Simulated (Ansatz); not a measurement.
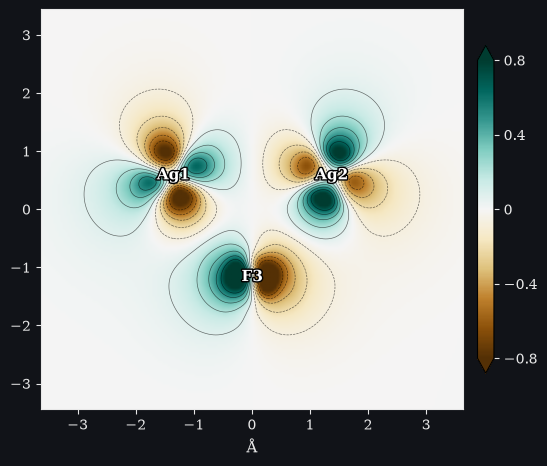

Ag$_{2}$F (doublet). The HOMO (β) on the molecular plane (values in Å⁻³ᐟ²; the overall sign is arbitrary).

Geometry: PBE-D4/def2-TZVP; core potentials replace the inner electrons of Ag.

Method: UKS PBE0-D4/def2-TZVP (Ansatz).

```yaml
atoms:
  - { symbol: Ag, position_ang: [-0.0645, 1.4803, 0.0083] }
  - { symbol: Ag, position_ang: [-1.0274, -1.0676, 0.0127] }
  - { symbol: F, position_ang: [1.0919, -0.4127, -0.0210] }
```

**Where does this orbital lie, and at what energy?**

It lies mainly on F3 (about 35 %), Ag1 (about 30 %) and Ag2 (about 30 %); it is symmetric in the molecular plane (an in-plane orbital: σ, lone-pair or in-plane π type). Its energy is −7.93 eV.
